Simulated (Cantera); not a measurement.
Feed: 1 mol B2O3, 1 mol O2, 0.53 mol H2, 30 mol N2, held at 0.000280 bar.

Cantera equilibrium calculation (NASA polynomials, part measured and part estimated; ideal gas, pure solids and liquids). Candidate condensed phases: B, BN, B2O3, B3O3H3, H2O; 39 gas species. Kinetics and transport are ignored.

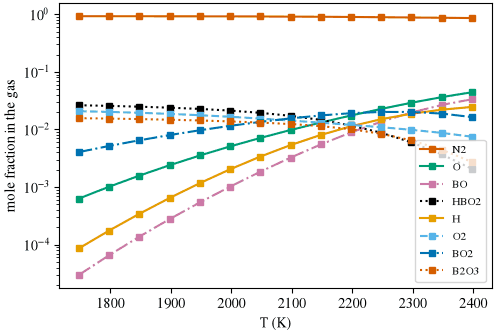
*Equilibrium gas composition (values under 1e-9 drawn at 1e-9)*

From 1748 K to 2398 K nothing is condensed. The main B-bearing gas is B2O3 at 1748 K and BO at 2398 K.
